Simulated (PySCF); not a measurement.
# C2H4ClF: excited states, first hyperpolarisability

Aim: compute the excited states, first hyperpolarisability of C2H4ClF (`FCCCl`).

Programs: PySCF 2.14.0, with routines of our own; each step states its level. All values are computed. Atoms count from 0.

### 1 The system as given

8 atoms, charge 0, multiplicity 1; geometry from: GFN2-xTB.

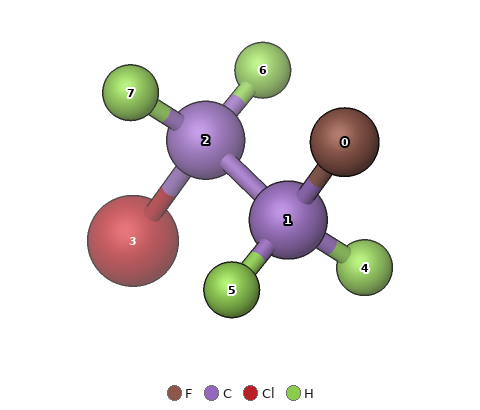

The starting geometry (fluorine brown, carbon purple, chlorine red, hydrogen green).

### 2 Optimising the geometry at PBE0-D3(BJ)/def2-TZVP

Job settings and geometry (Å):

```
{"job": {"xc": "PBE0", "basis": "def2-TZVP", "d3": "d3bj", "grid": 2, "kind": "geom"}, "charge": 0, "multiplicity": 1}
F     -1.600141    -0.826752     0.211702
C     -0.738089     0.228449     0.054386
C      0.684139    -0.301237    -0.049282
Cl     1.801856     1.064660    -0.258601
H     -1.036851     0.756877    -0.856519
H     -0.860691     0.878825     0.926319
H      0.790993    -0.958992    -0.912203
H      0.967842    -0.832418     0.859632
```

On the command line:

```
$ OMP_NUM_THREADS=1 python excited_run.py task.json out
```

The driver reads the jobs from task.json and runs them one after another.

Output:

```text
step   0  E = -638.40628443  max force = 0.008537
step   1  E = -638.40663647  max force = 0.001787
step   2  E = -638.40664982  max force = 0.000278
optimisation converged
```

It took 15 s on 1 thread of Arm Neoverse V1, shared host; peak memory 0.61 GiB.

The steps of the relaxation:

| step | energy from step 0 (eV) | largest force component (eV/Å) |
| --- | --- | --- |
| 0 | 0.0000 | 0.4390 |
| 1 | -0.0096 | 0.0919 |
| 2 | -0.0099 | 0.0143 |

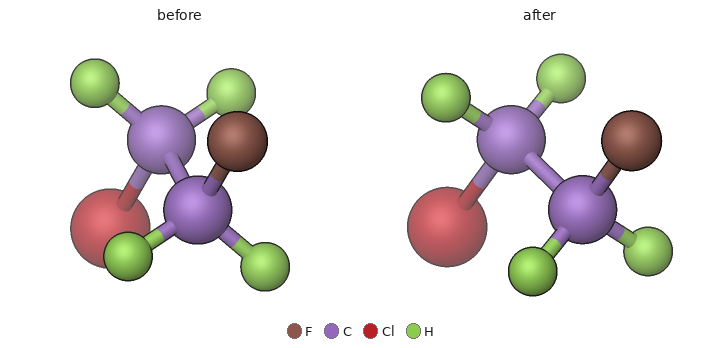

The geometry before (left) and after (right).

Close pairs (by a distance rule), those that changed most:

| bond | before (Å) | after (Å) | change (Å) |
| --- | --- | --- | --- |
| C1–C2 | 1.521 | 1.509 | -0.013 |
| F0–C1 | 1.372 | 1.381 | +0.010 |
| C1–H4 | 1.095 | 1.093 | -0.002 |
| C1–H5 | 1.095 | 1.093 | -0.002 |
| C2–H7 | 1.090 | 1.089 | -0.002 |
| C2–H6 | 1.090 | 1.089 | -0.001 |
| C2–Cl3 | 1.777 | 1.776 | -0.001 |

The next job starts from the end point, and lists it.

| at the end point | value |
| --- | --- |
| point group (found at 0.08 Å tolerance) | Cs |
| rotational constants (GHz, main isotopes) | 30.284, 2.418, 2.305 |
| dipole moment (D) | 0.08 |

### 3 Excited states: TDA CAM-B3LYP/def2-TZVPD

Job settings and geometry (Å):

```
{"job": {"kind": "states", "xc": "CAM-B3LYP", "basis": "def2-TZVPD", "tda": true, "soc": true, "nstates": 6, "ntriplets": 5, "nquad": 4}, "charge": 0, "multiplicity": 1}
F     -1.586127    -0.870528    -0.165665
C     -0.719291     0.204236    -0.200250
C      0.654140    -0.277978     0.195979
Cl     1.782401     1.093438     0.161229
H     -0.711912     0.611145    -1.214216
H     -1.082624     0.965857     0.493819
H      1.020190    -1.030903    -0.500515
H      0.651431    -0.686222     1.205339
```

Method: TDA CAM-B3LYP/def2-TZVPD excited states, vertical, gas phase, spin-orbit mean-field couplings.

Output:

```text
coarse grid: 7368 points
cycle   1  E = -638.6463010561  dE =  3.488e-01  |g| = 5.225e-01  |ddm| = 2.091e+00
cycle   2  E = -638.6253222647  dE =  2.098e-02  |g| = 6.873e-01  |ddm| = 7.433e-01
cycle   3  E = -638.6959732854  dE = -7.065e-02  |g| = 4.269e-02  |ddm| = 3.356e-01
cycle   4  E = -638.6962568552  dE = -2.836e-04  |g| = 2.083e-02  |ddm| = 6.251e-02
cycle   5  E = -638.6963361329  dE = -7.928e-05  |g| = 5.675e-03  |ddm| = 2.185e-02
cycle   6  E = -638.6963431609  dE = -7.028e-06  |g| = 1.419e-03  |ddm| = 7.667e-03
final grid: 67256 points
cycle   7  E = -638.6945345338  dE = -3.095e-05  |g| = 4.142e-03  |ddm| = 7.049e-02
cycle   8  E = -638.6945339635  dE =  5.703e-07  |g| = 4.593e-03  |ddm| = 7.188e-03
cycle   9  E = -638.6945371129  dE = -3.149e-06  |g| = 5.421e-04  |ddm| = 2.430e-03
cycle  10  E = -638.6945371509  dE = -3.803e-08  |g| = 1.670e-04  |ddm| = 5.419e-04
cycle  11  E = -638.6945371561  dE = -5.261e-09  |g| = 3.395e-05  |ddm| = 1.843e-04
cycle  12  E = -638.6945371564  dE = -2.929e-10  |g| = 9.545e-06  |ddm| = 5.815e-05
converged SCF energy = -638.6945371564

Singlet excitations
state   eV       nm        f     d(h-e)  d(exc)  Lambda  PR(NTO)  |dmu|/D   mu/D   main configurations
  1   7.3712   168.2   0.00214   0.266   2.559   0.381   1.019    0.353    0.417   H->L 0.56, H->L+1 0.20, H->L+6 0.16
  2   7.4190   167.1   0.00278   0.292   2.611   0.395   1.023    0.391    0.425   H-1->L 0.60, H-1->L+1 0.17, H-1->L+6 0.14
  3   8.0616   153.8   0.02554   0.512   3.273   0.343   1.012    2.025    1.954   H->L+1 0.69, H->L 0.19
  4   8.1608   151.9   0.03921   0.449   3.318   0.358   1.013    2.101    2.028   H-1->L+1 0.72, H-1->L 0.17
  5   8.8329   140.4   0.01961   0.701   3.609   0.245   1.519                     H->L+2 0.69, H-2->L 0.16
  6   8.8505   140.1   0.00122   0.561   3.699   0.288   2.099                     H-1->L+2 0.48, H->L+3 0.45

Triplet excitations (Tamm-Dancoff)
state   eV     d(h-e)  d(exc)  Lambda  PR(NTO)   main configurations
  1   6.5857   0.353   2.319   0.382   1.008   H->L 0.50, H->L+6 0.23, H->L+1 0.15
  2   6.6780   0.319   2.343   0.402   1.014   H-1->L 0.49, H-1->L+6 0.23, H-1->L+1 0.16
  3   7.8906   0.403   3.162   0.341   1.024   H->L+1 0.70, H->L 0.15
  4   8.0044   0.378   3.217   0.357   1.025   H-1->L+1 0.70, H-1->L 0.16
  5   8.5863   0.243   2.793   0.337   1.109   H-2->L 0.69
S1 - T1 = 0.7855 eV

Spin-orbit couplings |<S|Hso|T>| (cm-1)
             T1       T2       T3       T4       T5
S0      220.015  216.231   19.059   32.173   49.634
S1        1.090  264.170    1.594   10.029    8.028
S2      262.827    1.989    6.531    0.123   15.268
S3        2.894    3.486    0.142  256.897    0.712
S4        1.932    2.161  257.378    2.226    9.690
S5       25.276   10.341    1.938    9.364    8.440
S6       27.750   19.242   17.356    5.680   48.069
T1 sublevels (cm-1): 0.000 1.454 76.672   radiative rates (1/s): 13.4 4.46e+03 7.08e+03
```

It took 17 s on 1 thread of Arm Neoverse V1, shared host; peak memory 0.73 GiB.

From this job:

| quantity | value |
| --- | --- |
| S1 less T1 | 0.79 eV |

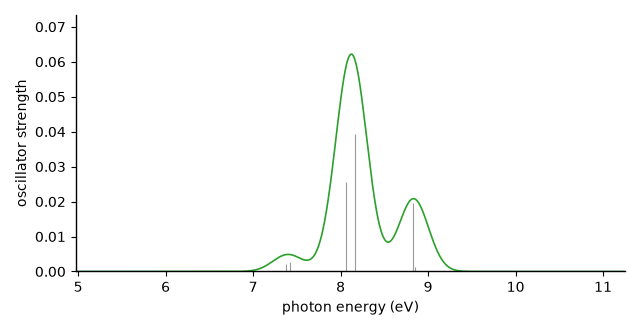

Absorption lines of the singlets. Lines are broadened to a width of 0.40 eV (Gaussian).

### 4 Excited states: TDDFT CAM-B3LYP/aug-cc-pVTZ

The job, as its differences from that of step 3:

```diff
@@ -1,2 +1,2 @@
-{"job": {"kind": "states", "xc": "CAM-B3LYP", "basis": "def2-TZVPD", "tda": true, "soc": true, "nstates": 6, "ntriplets": 5, "nquad": 4}, "charge": 0, "multiplicity": 1}
+{"job": {"kind": "states", "xc": "CAM-B3LYP", "basis": "aug-cc-pVTZ", "tpa": true, "nstates": 8, "nquad": 6, "ntriplets": 0}, "charge": 0, "multiplicity": 1}
 F     -1.586127    -0.870528    -0.165665
```

With the program's defaults for keys left out, this is: TDDFT CAM-B3LYP/aug-cc-pVTZ excited states, vertical, gas phase, two-photon moments by quadratic response.

Output:

```text
coarse grid: 7368 points
cycle   1  E = -638.6419635507  dE =  3.498e-01  |g| = 5.184e-01  |ddm| = 5.331e+00
cycle   2  E = -638.6219234154  dE =  2.004e-02  |g| = 6.821e-01  |ddm| = 1.203e+00
cycle   3  E = -638.6908587662  dE = -6.894e-02  |g| = 4.292e-02  |ddm| = 6.594e-01
cycle   4  E = -638.6911413534  dE = -2.826e-04  |g| = 1.980e-02  |ddm| = 7.704e-02
cycle   5  E = -638.6912160023  dE = -7.465e-05  |g| = 5.843e-03  |ddm| = 3.012e-02
cycle   6  E = -638.6912237223  dE = -7.720e-06  |g| = 1.291e-03  |ddm| = 1.166e-02
final grid: 67256 points
cycle   7  E = -638.6960630614  dE = -4.079e-05  |g| = 4.872e-03  |ddm| = 1.681e-01
cycle   8  E = -638.6960617287  dE =  1.333e-06  |g| = 5.850e-03  |ddm| = 1.583e-02
cycle   9  E = -638.6960666205  dE = -4.892e-06  |g| = 4.606e-04  |ddm| = 6.053e-03
cycle  10  E = -638.6960666495  dE = -2.901e-08  |g| = 1.796e-04  |ddm| = 9.092e-04
cycle  11  E = -638.6960666560  dE = -6.543e-09  |g| = 3.210e-05  |ddm| = 3.336e-04
cycle  12  E = -638.6960666563  dE = -2.583e-10  |g| = 9.335e-06  |ddm| = 7.510e-05
converged SCF energy = -638.6960666563

Singlet excitations
state   eV       nm        f     d(h-e)  d(exc)  Lambda  PR(NTO)  |dmu|/D   mu/D   delta(TPA)   sigma/GM   main configurations
  1   7.3605   168.4   0.00310   0.361   2.640   0.330   1.023    0.698    0.727        1.46      0.029   H->L+3 0.53, H->L+5 0.16, H->L 0.11
  2   7.4102   167.3   0.00379   0.393   2.699   0.352   1.027    0.815    0.826        5.64      0.113   H-1->L+3 0.52, H-1->L 0.14, H-1->L+5 0.13
  3   7.8212   158.5   0.02256   0.564   3.628   0.270   1.010    2.018    1.949       24.26      0.544   H->L 0.66, H->L+3 0.23
  4   7.9172   156.6   0.03217   0.466   3.666   0.279   1.012    1.886    1.814       25.77      0.592   H-1->L 0.65, H-1->L+3 0.26
  5   8.5910   144.3   0.01772   1.409   4.406   0.151   1.205    4.959    5.017       23.28      0.629   H->L+1 0.76
  6   8.6104   144.0   0.00202   1.131   4.353   0.182   1.970    3.526    3.554       23.06      0.626   H->L+2 0.52, H-1->L+1 0.35
  7   8.6357   143.6   0.05146   1.310   4.415   0.185   2.066                                            H-1->L+1 0.48, H->L+2 0.36
  8   8.6742   142.9   0.00306   1.066   4.367   0.142   1.178                                            H-1->L+2 0.82, H-1->L+11 0.09
```

It took 35 s on 1 thread of Arm Neoverse V1, shared host; peak memory 0.85 GiB.

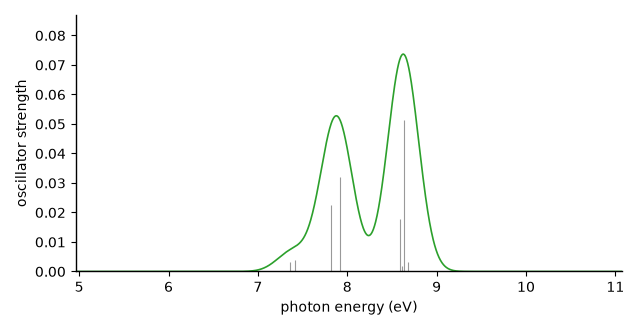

Absorption lines of the singlets. Lines are broadened to a width of 0.40 eV (Gaussian).

### 5 First hyperpolarisability: quadratic response CAM-B3LYP/aug-cc-pVTZ

The job, as its differences from that of step 4:

```diff
@@ -1,2 +1,2 @@
-{"job": {"kind": "states", "xc": "CAM-B3LYP", "basis": "aug-cc-pVTZ", "tpa": true, "nstates": 8, "nquad": 6, "ntriplets": 0}, "charge": 0, "multiplicity": 1}
+{"job": {"kind": "beta", "xc": "CAM-B3LYP", "basis": "aug-cc-pVTZ"}, "charge": 0, "multiplicity": 1}
 F     -1.586127    -0.870528    -0.165665
```

With the program's defaults for keys left out, this is: quadratic response CAM-B3LYP/aug-cc-pVTZ first hyperpolarisability, Taylor convention, gas phase.

Output:

```text
coarse grid: 7368 points
cycle   1  E = -638.6419635507  dE =  3.498e-01  |g| = 5.184e-01  |ddm| = 5.331e+00
cycle   2  E = -638.6219234154  dE =  2.004e-02  |g| = 6.821e-01  |ddm| = 1.203e+00
cycle   3  E = -638.6908587662  dE = -6.894e-02  |g| = 4.292e-02  |ddm| = 6.594e-01
cycle   4  E = -638.6911413534  dE = -2.826e-04  |g| = 1.980e-02  |ddm| = 7.704e-02
cycle   5  E = -638.6912160023  dE = -7.465e-05  |g| = 5.843e-03  |ddm| = 3.012e-02
cycle   6  E = -638.6912237223  dE = -7.720e-06  |g| = 1.291e-03  |ddm| = 1.166e-02
final grid: 67256 points
cycle   7  E = -638.6960630614  dE = -4.079e-05  |g| = 4.872e-03  |ddm| = 1.681e-01
cycle   8  E = -638.6960617287  dE =  1.333e-06  |g| = 5.850e-03  |ddm| = 1.583e-02
cycle   9  E = -638.6960666205  dE = -4.892e-06  |g| = 4.606e-04  |ddm| = 6.053e-03
cycle  10  E = -638.6960666495  dE = -2.901e-08  |g| = 1.796e-04  |ddm| = 9.092e-04
cycle  11  E = -638.6960666560  dE = -6.543e-09  |g| = 3.210e-05  |ddm| = 3.336e-04
cycle  12  E = -638.6960666563  dE = -2.583e-10  |g| = 9.335e-06  |ddm| = 7.510e-05
converged SCF energy = -638.6960666563

Lowest singlets (eV, f): 7.3605 0.0031  7.4102 0.0038  7.8212 0.0226

First hyperpolarisability (au)
process     nm      |vector|   parallel      HRS      DR
static         -       97.31      -1.63      36.53   7.603
shg       1907.0       99.86      -1.48      37.53   7.536
eope      1907.0       98.15      -1.58          -       -
shg       1064.0      105.93       -1.1       39.9   7.391
eope      1064.0      100.04      -1.47          -       -
```

Run time: 27 s. Hardware: 1 thread of Arm Neoverse V1, shared host; peak memory 0.85 GiB.

### 6 Results

| quantity | value |
| --- | --- |
| point group | Cs |
| rotational constants (main isotopes) | 30.28, 2.42, 2.30 GHz |
| S1 less T1 (step 3, TDA CAM-B3LYP/def2-TZVPD) | 0.79 eV |
| β vector (step 5, quadratic response CAM-B3LYP/aug-cc-pVTZ) | static 97, SHG 1907.0 nm 100, SHG 1064.0 nm 106 au |

What this shows: Over 2 steps the energy fell by 0.010 eV; of the close pairs, C1–C2 changed most, 1.521 to 1.509 Å. No frequency check was run at this level, so the end point may be a saddle. In step 3, the number of triplets below S1 is 2, and the largest singlet-triplet spin-orbit coupling is S1–T2, 264.17 cm⁻¹. β grows from 97 au (static) to 106 au for doubling at 1064.0 nm: normal dispersion, which grows as twice the photon energy moves toward the bright states.
